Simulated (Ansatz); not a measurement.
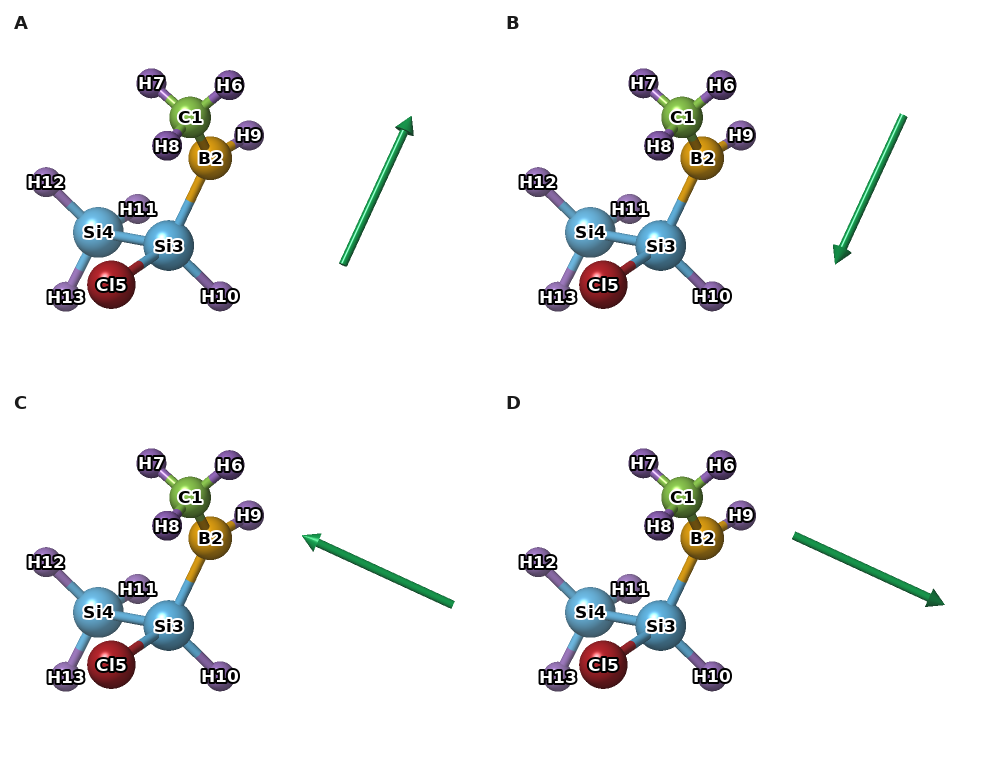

The same molecule four times, each with an arrow. The computed structure is the end point of a PBE0-D4/def2-TZVP optimisation. No frequency run is at hand to confirm it as a minimum. Method: RKS PBE-D4/def2-TZVPP (Ansatz 0.2.0).

**Which arrow points along the dipole moment, from the negative to the positive end?**

A. The dipole moment is 1.59 D; it points from the side of Cl5, H13 to the side of H6 (the outermost atoms at the two ends).
